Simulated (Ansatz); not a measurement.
## Molecular dynamics, with input and output: BH₃ClOF (part 1 of 3)

- system: BH₃ClOF
- method: RHF/def2-SVPD (Ansatz 0.2.0)

It belongs to a series of runs on one base structure; here: dynamics from the highest image of the converged band. Figures and captions count atoms from 1; the log counts them from 0 in places.

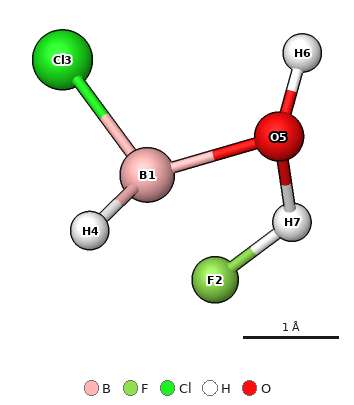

Figure 1. The structure as given in the input (ball-and-stick view, seen at a tilt; atoms are numbered from 1 in the order of the input). Bond lengths as drawn: B–Cl 1.81 Å, B–H 1.19 Å, B–O 1.48 Å, F–H 1.12 Å and H–O 0.95 to 1.23 Å.

### Summary

| quantity | value |
| --- | --- |
| outcome | finished |
| mean temperature over the second half | 2015 K |
| trajectory | 200 steps, 100 fs |
| ensemble | nve |
| temperature in the input | 100.0 K |
| time step | 0.5 fs |
| potential energy (last step) | −17960.6632 eV |
| mean-field energy (last step) | −17960.6632 eV |
| largest force (length of the vector) (last step) | 1.127 eV/Å |
| hardware | 2 threads of Arm Neoverse V1, 24 GiB of memory available, shared host |
| wall time | 4.1 min (CPU time 7.9 min) |
| peak memory | 0.23 GiB |

### Remarks

So short a trajectory is not equilibrated.

### The input
```yaml
crystal:
  periodic: [false, false, false]
  atoms:
    - { symbol: B, position_ang: [0.103903, 0.307448, 0.038285] }
    - { symbol: F, position_ang: [-0.133897, -0.307896, 1.535294] }
    - { symbol: Cl, position_ang: [1.60842, -0.397105, -0.678493] }
    - { symbol: H, position_ang: [-0.908459, 0.192872, -0.567809] }
    - { symbol: O, position_ang: [0.32193, 1.592522, 0.748293] }
    - { symbol: H, position_ang: [1.190624, 1.961933, 0.670154] }
    - { symbol: H, position_ang: [0.11468, 0.776426, 1.648077] }
basis:
  gaussian: { orbitals: def2-SVPD }
hamiltonian:
  xc: hf
md:
  timestep: 0.5
  n_steps: 200
  ensemble: nve
  temperature: 100.0
  initial_velocities: maxwell_boltzmann
  seed: 11082
```

Launch command:
```bash
ansatz run input.yaml --threads 2 --pin off --max-ram 3072MiB --backend cpu --events-out ev --progress --plain --runs-dir out
```

### Log
```
Engine: ansatz 0.2.0, aarch64-unknown-linux-gnu
Functional definition: HF
  exchange = exact_x
  correlation = 0
1201 factors; integrals over basis functions are off by at most 3.8e-4 eV
mean field evaluation 1: about -17957.0536 eV, gradient 3.3e1 eV
mean field evaluation 2: about -17957.1069 eV, gradient 3.3e1 eV
mean field evaluation 4: about -17959.3780 eV, gradient 2.7e0 eV
mean field evaluation 8: about -17959.4091 eV, gradient 1.4e-4 eV
mean field -17959.40907732 eV, -659.9961102669 hartree, gradient 2.0e-5 eV, S^2 0.000000; 0 other end points of the search recorded, 0 dependent functions left out
the calculation of the forces begins
reference -17959.40907732 eV, -659.9961102669 hartree; 21, 21 occupied and 96, 96 virtual orbitals, 1201 factors
md step     0: t =     0.00 fs  T =   100.0 K  F+E_penalty+E_count = -17959.40907732 eV  E_kin = 0.064630 eV  conserved = -17959.34444732 eV  (33 SCF iters)
these checks for a lower state are left out or cut short: starts, cluster_reference, orbital_swaps, neighbouring_geometries, increment
1201 factors; integrals over basis functions are off by at most 3.9e-4 eV
mean field evaluation 16: about -17959.4086 eV, gradient 3.1e-3 eV
mean field -17959.40861715 eV, -659.9960933558 hartree, gradient 2.9e-5 eV, S^2 0.000000; 0 other end points of the search recorded, 0 dependent functions left out
the calculation of the forces begins
reference -17959.40861715 eV, -659.9960933558 hartree; 21, 21 occupied and 96, 96 virtual orbitals, 1201 factors
md step     1: t =     0.50 fs  T =    99.3 K  F+E_penalty+E_count = -17959.40861715 eV  E_kin = 0.064173 eV  conserved = -17959.34444435 eV  (35 SCF iters)
[... from here on the SCF iterations and repeated set-up lines of each step are left out, up to the last step ...]
md step     2: t =     1.00 fs  T =    97.3 K  F+E_penalty+E_count = -17959.40731182 eV  E_kin = 0.062876 eV  conserved = -17959.34443564 eV  (35 SCF iters)
md step     3: t =     1.50 fs  T =    94.2 K  F+E_penalty+E_count = -17959.40529284 eV  E_kin = 0.060868 eV  conserved = -17959.34442467 eV  (35 SCF iters)
md step     4: t =     2.00 fs  T =    90.2 K  F+E_penalty+E_count = -17959.40272928 eV  E_kin = 0.058314 eV  conserved = -17959.34441523 eV  (35 SCF iters)
md step     5: t =     2.50 fs  T =    85.7 K  F+E_penalty+E_count = -17959.39976893 eV  E_kin = 0.055360 eV  conserved = -17959.34440940 eV  (35 SCF iters)
md step     6: t =     3.00 fs  T =    80.6 K  F+E_penalty+E_count = -17959.39650551 eV  E_kin = 0.052099 eV  conserved = -17959.34440654 eV  (35 SCF iters)
md step     7: t =     3.50 fs  T =    75.2 K  F+E_penalty+E_count = -17959.39298973 eV  E_kin = 0.048586 eV  conserved = -17959.34440354 eV  (35 SCF iters)
md step     8: t =     4.00 fs  T =    69.4 K  F+E_penalty+E_count = -17959.38927556 eV  E_kin = 0.044878 eV  conserved = -17959.34439726 eV  (35 SCF iters)
md step     9: t =     4.50 fs  T =    63.6 K  F+E_penalty+E_count = -17959.38546842 eV  E_kin = 0.041082 eV  conserved = -17959.34438631 eV  (35 SCF iters)
md step    10: t =     5.00 fs  T =    57.8 K  F+E_penalty+E_count = -17959.38174461 eV  E_kin = 0.037372 eV  conserved = -17959.34437219 eV  (34 SCF iters)
md step    11: t =     5.50 fs  T =    52.6 K  F+E_penalty+E_count = -17959.37832826 eV  E_kin = 0.033970 eV  conserved = -17959.34435833 eV  (35 SCF iters)
md step    12: t =     6.00 fs  T =    48.1 K  F+E_penalty+E_count = -17959.37543868 eV  E_kin = 0.031090 eV  conserved = -17959.34434821 eV  (35 SCF iters)
md step    13: t =     6.50 fs  T =    44.7 K  F+E_penalty+E_count = -17959.37323649 eV  E_kin = 0.028893 eV  conserved = -17959.34434359 eV  (35 SCF iters)
md step    14: t =     7.00 fs  T =    42.5 K  F+E_penalty+E_count = -17959.37179607 eV  E_kin = 0.027452 eV  conserved = -17959.34434369 eV  (35 SCF iters)
md step    15: t =     7.50 fs  T =    41.4 K  F+E_penalty+E_count = -17959.37111799 eV  E_kin = 0.026772 eV  conserved = -17959.34434561 eV  (34 SCF iters)
md step    16: t =     8.00 fs  T =    41.5 K  F+E_penalty+E_count = -17959.37117406 eV  E_kin = 0.026828 eV  conserved = -17959.34434592 eV  (35 SCF iters)
md step    17: t =     8.50 fs  T =    42.7 K  F+E_penalty+E_count = -17959.37196057 eV  E_kin = 0.027618 eV  conserved = -17959.34434255 eV  (35 SCF iters)
md step    18: t =     9.00 fs  T =    45.2 K  F+E_penalty+E_count = -17959.37353034 eV  E_kin = 0.029194 eV  conserved = -17959.34433595 eV  (55 SCF iters)
md step    19: t =     9.50 fs  T =    49.0 K  F+E_penalty+E_count = -17959.37598612 eV  E_kin = 0.031657 eV  conserved = -17959.34432870 eV  (35 SCF iters)
md step    20: t =    10.00 fs  T =    54.3 K  F+E_penalty+E_count = -17959.37944149 eV  E_kin = 0.035118 eV  conserved = -17959.34432370 eV  (34 SCF iters)
md step    21: t =    10.50 fs  T =    61.4 K  F+E_penalty+E_count = -17959.38397774 eV  E_kin = 0.039656 eV  conserved = -17959.34432222 eV  (35 SCF iters)
md step    22: t =    11.00 fs  T =    70.1 K  F+E_penalty+E_count = -17959.38962801 eV  E_kin = 0.045306 eV  conserved = -17959.34432200 eV  (35 SCF iters)
md step    23: t =    11.50 fs  T =    80.6 K  F+E_penalty+E_count = -17959.39640666 eV  E_kin = 0.052087 eV  conserved = -17959.34431981 eV  (35 SCF iters)
md step    24: t =    12.00 fs  T =    92.9 K  F+E_penalty+E_count = -17959.40436296 eV  E_kin = 0.060050 eV  conserved = -17959.34431298 eV  (35 SCF iters)
md step    25: t =    12.50 fs  T =   107.3 K  F+E_penalty+E_count = -17959.41362549 eV  E_kin = 0.069324 eV  conserved = -17959.34430176 eV  (36 SCF iters)
md step    26: t =    13.00 fs  T =   124.0 K  F+E_penalty+E_count = -17959.42440106 eV  E_kin = 0.080111 eV  conserved = -17959.34429044 eV  (34 SCF iters)
md step    27: t =    13.50 fs  T =   143.3 K  F+E_penalty+E_count = -17959.43691362 eV  E_kin = 0.092627 eV  conserved = -17959.34428642 eV  (33 SCF iters)
md step    28: t =    14.00 fs  T =   165.6 K  F+E_penalty+E_count = -17959.45129720 eV  E_kin = 0.106999 eV  conserved = -17959.34429791 eV  (33 SCF iters)
md step    29: t =    14.50 fs  T =   190.5 K  F+E_penalty+E_count = -17959.46747857 eV  E_kin = 0.123148 eV  conserved = -17959.34433077 eV  (33 SCF iters)
md step    30: t =    15.00 fs  T =   217.7 K  F+E_penalty+E_count = -17959.48509881 eV  E_kin = 0.140714 eV  conserved = -17959.34438474 eV  (34 SCF iters)
md step    31: t =    15.50 fs  T =   246.1 K  F+E_penalty+E_count = -17959.50352848 eV  E_kin = 0.159079 eV  conserved = -17959.34444992 eV  (34 SCF iters)
md step    32: t =    16.00 fs  T =   274.7 K  F+E_penalty+E_count = -17959.52202458 eV  E_kin = 0.177520 eV  conserved = -17959.34450472 eV  (34 SCF iters)
md step    33: t =    16.50 fs  T =   302.5 K  F+E_penalty+E_count = -17959.54004204 eV  E_kin = 0.195520 eV  conserved = -17959.34452194 eV  (34 SCF iters)
md step    34: t =    17.00 fs  T =   329.8 K  F+E_penalty+E_count = -17959.55760841 eV  E_kin = 0.213125 eV  conserved = -17959.34448367 eV  (34 SCF iters)
md step    35: t =    17.50 fs  T =   357.6 K  F+E_penalty+E_count = -17959.57553234 eV  E_kin = 0.231129 eV  conserved = -17959.34440305 eV  (33 SCF iters)
md step    36: t =    18.00 fs  T =   388.1 K  F+E_penalty+E_count = -17959.59514791 eV  E_kin = 0.250815 eV  conserved = -17959.34433315 eV  (34 SCF iters)
md step    37: t =    18.50 fs  T =   422.7 K  F+E_penalty+E_count = -17959.61750842 eV  E_kin = 0.273168 eV  conserved = -17959.34434081 eV  (34 SCF iters)
md step    38: t =    19.00 fs  T =   461.1 K  F+E_penalty+E_count = -17959.64243882 eV  E_kin = 0.297986 eV  conserved = -17959.34445314 eV  (34 SCF iters)
md step    39: t =    19.50 fs  T =   500.7 K  F+E_penalty+E_count = -17959.66820767 eV  E_kin = 0.323584 eV  conserved = -17959.34462408 eV  (34 SCF iters)
md step    40: t =    20.00 fs  T =   537.7 K  F+E_penalty+E_count = -17959.69226488 eV  E_kin = 0.347505 eV  conserved = -17959.34476014 eV  (34 SCF iters)
md step    41: t =    20.50 fs  T =   569.2 K  F+E_penalty+E_count = -17959.71264972 eV  E_kin = 0.367864 eV  conserved = -17959.34478561 eV  (34 SCF iters)
md step    42: t =    21.00 fs  T =   594.8 K  F+E_penalty+E_count = -17959.72912510 eV  E_kin = 0.384437 eV  conserved = -17959.34468846 eV  (34 SCF iters)
md step    43: t =    21.50 fs  T =   617.1 K  F+E_penalty+E_count = -17959.74334983 eV  E_kin = 0.398830 eV  conserved = -17959.34451959 eV  (34 SCF iters)
md step    44: t =    22.00 fs  T =   640.1 K  F+E_penalty+E_count = -17959.75808460 eV  E_kin = 0.413725 eV  conserved = -17959.34435974 eV  (34 SCF iters)
md step    45: t =    22.50 fs  T =   667.9 K  F+E_penalty+E_count = -17959.77592105 eV  E_kin = 0.431639 eV  conserved = -17959.34428246 eV  (34 SCF iters)
md step    46: t =    23.00 fs  T =   702.1 K  F+E_penalty+E_count = -17959.79811241 eV  E_kin = 0.453785 eV  conserved = -17959.34432773 eV  (34 SCF iters)
md step    47: t =    23.50 fs  T =   741.8 K  F+E_penalty+E_count = -17959.82394219 eV  E_kin = 0.479457 eV  conserved = -17959.34448554 eV  (34 SCF iters)
md step    48: t =    24.00 fs  T =   783.2 K  F+E_penalty+E_count = -17959.85089932 eV  E_kin = 0.506210 eV  conserved = -17959.34468969 eV  (34 SCF iters)
md step    49: t =    24.50 fs  T =   821.5 K  F+E_penalty+E_count = -17959.87574096 eV  E_kin = 0.530909 eV  conserved = -17959.34483148 eV  (34 SCF iters)
md step    50: t =    25.00 fs  T =   853.1 K  F+E_penalty+E_count = -17959.89618895 eV  E_kin = 0.551380 eV  conserved = -17959.34480863 eV  (34 SCF iters)
md step    51: t =    25.50 fs  T =   878.6 K  F+E_penalty+E_count = -17959.91246399 eV  E_kin = 0.567857 eV  conserved = -17959.34460723 eV  (34 SCF iters)
md step    52: t =    26.00 fs  T =   902.2 K  F+E_penalty+E_count = -17959.92745045 eV  E_kin = 0.583099 eV  conserved = -17959.34435179 eV  (34 SCF iters)
md step    53: t =    26.50 fs  T =   929.3 K  F+E_penalty+E_count = -17959.94482549 eV  E_kin = 0.600587 eV  conserved = -17959.34423806 eV  (34 SCF iters)
md step    54: t =    27.00 fs  T =   962.2 K  F+E_penalty+E_count = -17959.96621139 eV  E_kin = 0.621848 eV  conserved = -17959.34436328 eV  (34 SCF iters)
md step    55: t =    27.50 fs  T =   998.2 K  F+E_penalty+E_count = -17959.98978372 eV  E_kin = 0.645156 eV  conserved = -17959.34462808 eV  (34 SCF iters)
md step    56: t =    28.00 fs  T =  1031.8 K  F+E_penalty+E_count = -17960.01170914 eV  E_kin = 0.666879 eV  conserved = -17959.34483045 eV  (34 SCF iters)
md step    57: t =    28.50 fs  T =  1058.7 K  F+E_penalty+E_count = -17960.02909479 eV  E_kin = 0.684255 eV  conserved = -17959.34483999 eV  (34 SCF iters)
md step    58: t =    29.00 fs  T =  1078.9 K  F+E_penalty+E_count = -17960.04194613 eV  E_kin = 0.697273 eV  conserved = -17959.34467360 eV  (34 SCF iters)
md step    59: t =    29.50 fs  T =  1096.2 K  F+E_penalty+E_count = -17960.05295207 eV  E_kin = 0.708506 eV  conserved = -17959.34444579 eV  (34 SCF iters)
md step    60: t =    30.00 fs  T =  1116.3 K  F+E_penalty+E_count = -17960.06574188 eV  E_kin = 0.721459 eV  conserved = -17959.34428306 eV  (34 SCF iters)
md step    61: t =    30.50 fs  T =  1142.9 K  F+E_penalty+E_count = -17960.08290294 eV  E_kin = 0.738638 eV  conserved = -17959.34426501 eV  (34 SCF iters)
md step    62: t =    31.00 fs  T =  1176.4 K  F+E_penalty+E_count = -17960.10470762 eV  E_kin = 0.760306 eV  conserved = -17959.34440161 eV  (33 SCF iters)
md step    63: t =    31.50 fs  T =  1213.6 K  F+E_penalty+E_count = -17960.12896830 eV  E_kin = 0.784340 eV  conserved = -17959.34462847 eV  (34 SCF iters)
md step    64: t =    32.00 fs  T =  1249.1 K  F+E_penalty+E_count = -17960.15209116 eV  E_kin = 0.807270 eV  conserved = -17959.34482110 eV  (34 SCF iters)
md step    65: t =    32.50 fs  T =  1278.4 K  F+E_penalty+E_count = -17960.17105297 eV  E_kin = 0.826208 eV  conserved = -17959.34484528 eV  (34 SCF iters)
md step    66: t =    33.00 fs  T =  1301.0 K  F+E_penalty+E_count = -17960.18545579 eV  E_kin = 0.840807 eV  conserved = -17959.34464923 eV  (33 SCF iters)
md step    67: t =    33.50 fs  T =  1321.2 K  F+E_penalty+E_count = -17960.19823701 eV  E_kin = 0.853893 eV  conserved = -17959.34434429 eV  (34 SCF iters)
md step    68: t =    34.00 fs  T =  1345.8 K  F+E_penalty+E_count = -17960.21392640 eV  E_kin = 0.869766 eV  conserved = -17959.34415990 eV  (34 SCF iters)
md step    69: t =    34.50 fs  T =  1378.6 K  F+E_penalty+E_count = -17960.23523581 eV  E_kin = 0.890986 eV  conserved = -17959.34425028 eV  (34 SCF iters)
md step    70: t =    35.00 fs  T =  1417.7 K  F+E_penalty+E_count = -17960.26080908 eV  E_kin = 0.916269 eV  conserved = -17959.34454023 eV  (34 SCF iters)
md step    71: t =    35.50 fs  T =  1456.8 K  F+E_penalty+E_count = -17960.28631317 eV  E_kin = 0.941514 eV  conserved = -17959.34479948 eV  (33 SCF iters)
md step    72: t =    36.00 fs  T =  1490.0 K  F+E_penalty+E_count = -17960.30782228 eV  E_kin = 0.962968 eV  conserved = -17959.34485424 eV  (34 SCF iters)
md step    73: t =    36.50 fs  T =  1516.0 K  F+E_penalty+E_count = -17960.32446271 eV  E_kin = 0.979761 eV  conserved = -17959.34470155 eV  (34 SCF iters)
md step    74: t =    37.00 fs  T =  1538.1 K  F+E_penalty+E_count = -17960.33855131 eV  E_kin = 0.994088 eV  conserved = -17959.34446304 eV  (34 SCF iters)
md step    75: t =    37.50 fs  T =  1562.0 K  F+E_penalty+E_count = -17960.35377614 eV  E_kin = 1.009493 eV  conserved = -17959.34428327 eV  (34 SCF iters)
md step    76: t =    38.00 fs  T =  1591.6 K  F+E_penalty+E_count = -17960.37293874 eV  E_kin = 1.028681 eV  conserved = -17959.34425732 eV  (34 SCF iters)
md step    77: t =    38.50 fs  T =  1627.8 K  F+E_penalty+E_count = -17960.39643151 eV  E_kin = 1.052030 eV  conserved = -17959.34440163 eV  (34 SCF iters)
md step    78: t =    39.00 fs  T =  1666.9 K  F+E_penalty+E_count = -17960.42197540 eV  E_kin = 1.077326 eV  conserved = -17959.34464961 eV  (34 SCF iters)
md step    79: t =    39.50 fs  T =  1703.3 K  F+E_penalty+E_count = -17960.44570244 eV  E_kin = 1.100835 eV  conserved = -17959.34486729 eV  (34 SCF iters)
md step    80: t =    40.00 fs  T =  1732.0 K  F+E_penalty+E_count = -17960.46427845 eV  E_kin = 1.119371 eV  conserved = -17959.34490783 eV  (34 SCF iters)
md step    81: t =    40.50 fs  T =  1752.2 K  F+E_penalty+E_count = -17960.47713951 eV  E_kin = 1.132426 eV  conserved = -17959.34471308 eV  (34 SCF iters)
md step    82: t =    41.00 fs  T =  1768.3 K  F+E_penalty+E_count = -17960.48728153 eV  E_kin = 1.142881 eV  conserved = -17959.34440071 eV  (34 SCF iters)
md step    83: t =    41.50 fs  T =  1787.4 K  F+E_penalty+E_count = -17960.49940167 eV  E_kin = 1.155187 eV  conserved = -17959.34421509 eV  (34 SCF iters)
md step    84: t =    42.00 fs  T =  1813.3 K  F+E_penalty+E_count = -17960.51626465 eV  E_kin = 1.171949 eV  conserved = -17959.34431546 eV  (34 SCF iters)
md step    85: t =    42.50 fs  T =  1844.0 K  F+E_penalty+E_count = -17960.53637271 eV  E_kin = 1.191757 eV  conserved = -17959.34461607 eV  (35 SCF iters)
md step    86: t =    43.00 fs  T =  1872.7 K  F+E_penalty+E_count = -17960.55521432 eV  E_kin = 1.210341 eV  conserved = -17959.34487374 eV  (34 SCF iters)
md step    87: t =    43.50 fs  T =  1893.8 K  F+E_penalty+E_count = -17960.56885550 eV  E_kin = 1.223941 eV  conserved = -17959.34491402 eV  (34 SCF iters)
md step    88: t =    44.00 fs  T =  1906.1 K  F+E_penalty+E_count = -17960.57662310 eV  E_kin = 1.231881 eV  conserved = -17959.34474242 eV  (34 SCF iters)
md step    89: t =    44.50 fs  T =  1913.4 K  F+E_penalty+E_count = -17960.58112099 eV  E_kin = 1.236630 eV  conserved = -17959.34449056 eV  (34 SCF iters)
md step    90: t =    45.00 fs  T =  1921.6 K  F+E_penalty+E_count = -17960.58625791 eV  E_kin = 1.241950 eV  conserved = -17959.34430784 eV  (35 SCF iters)
md step    91: t =    45.50 fs  T =  1935.0 K  F+E_penalty+E_count = -17960.59490599 eV  E_kin = 1.250618 eV  conserved = -17959.34428844 eV  (35 SCF iters)
md step    92: t =    46.00 fs  T =  1954.1 K  F+E_penalty+E_count = -17960.60738156 eV  E_kin = 1.262938 eV  conserved = -17959.34444406 eV  (36 SCF iters)
md step    93: t =    46.50 fs  T =  1975.2 K  F+E_penalty+E_count = -17960.62125787 eV  E_kin = 1.276558 eV  conserved = -17959.34469976 eV  (34 SCF iters)
md step    94: t =    47.00 fs  T =  1992.4 K  F+E_penalty+E_count = -17960.63257626 eV  E_kin = 1.287663 eV  conserved = -17959.34491307 eV  (35 SCF iters)
md step    95: t =    47.50 fs  T =  2000.9 K  F+E_penalty+E_count = -17960.63809456 eV  E_kin = 1.293159 eV  conserved = -17959.34493545 eV  (35 SCF iters)
md step    96: t =    48.00 fs  T =  2000.3 K  F+E_penalty+E_count = -17960.63753728 eV  E_kin = 1.292817 eV  conserved = -17959.34472067 eV  (35 SCF iters)
md step    97: t =    48.50 fs  T =  1995.7 K  F+E_penalty+E_count = -17960.63419615 eV  E_kin = 1.289789 eV  conserved = -17959.34440677 eV  (35 SCF iters)
md step    98: t =    49.00 fs  T =  1993.7 K  F+E_penalty+E_count = -17960.63277700 eV  E_kin = 1.288533 eV  conserved = -17959.34424366 eV  (35 SCF iters)
md step    99: t =    49.50 fs  T =  1998.0 K  F+E_penalty+E_count = -17960.63569067 eV  E_kin = 1.291321 eV  conserved = -17959.34436943 eV  (34 SCF iters)
md step   100: t =    50.00 fs  T =  2005.8 K  F+E_penalty+E_count = -17960.64104027 eV  E_kin = 1.296371 eV  conserved = -17959.34466944 eV  (35 SCF iters)
md step   101: t =    50.50 fs  T =  2010.5 K  F+E_penalty+E_count = -17960.64429360 eV  E_kin = 1.299398 eV  conserved = -17959.34489554 eV  (34 SCF iters)
md step   102: t =    51.00 fs  T =  2006.9 K  F+E_penalty+E_count = -17960.64196134 eV  E_kin = 1.297068 eV  conserved = -17959.34489284 eV  (34 SCF iters)
md step   103: t =    51.50 fs  T =  1994.9 K  F+E_penalty+E_count = -17960.63400027 eV  E_kin = 1.289311 eV  conserved = -17959.34468893 eV  (34 SCF iters)
md step   104: t =    52.00 fs  T =  1979.1 K  F+E_penalty+E_count = -17960.62349929 eV  E_kin = 1.279076 eV  conserved = -17959.34442349 eV  (35 SCF iters)
```
